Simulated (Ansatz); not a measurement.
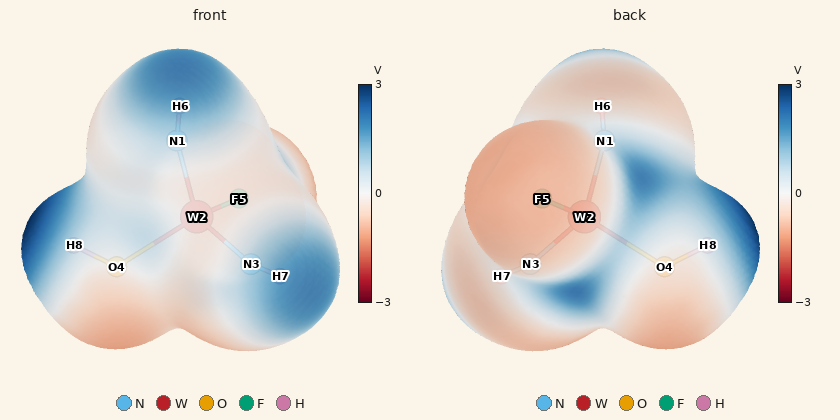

*FH$_{3}$N$_{2}$OW (SMILES [NH]=[W](=[NH])([OH])[F]). The electrostatic potential painted on the density surface at 0.002 e/bohr³, seen from the front and from behind; red is negative and blue positive.*

Geometry: PBE0-D4/def2-TZVP; core potentials replace the inner electrons of W.

Method: Ansatz 0.2.0, RKS PBE0-D4/def2-TZVPP.

```yaml
atoms:
  - { symbol: N, position_ang: [-1.0940, 0.9808, 0.4535] }
  - { symbol: W, position_ang: [0.1058, 0.0436, -0.4007] }
  - { symbol: N, position_ang: [1.6370, 0.0593, 0.4324] }
  - { symbol: O, position_ang: [-0.4824, -1.7562, -0.4593] }
  - { symbol: F, position_ang: [0.3381, 0.7914, -2.1045] }
  - { symbol: H, position_ang: [-1.4209, 1.5760, 1.1984] }
  - { symbol: H, position_ang: [2.3119, 0.2837, 1.1451] }
  - { symbol: H, position_ang: [-1.3956, -1.9786, -0.2649] }
```

Which sites attract a positive test charge, and which a negative one?

A positive charge is drawn to the negative regions and a negative charge to the positive ones. The most negative region (about −1.1 V) lies over O4 and F5, the most positive (about +2.9 V) over H8.
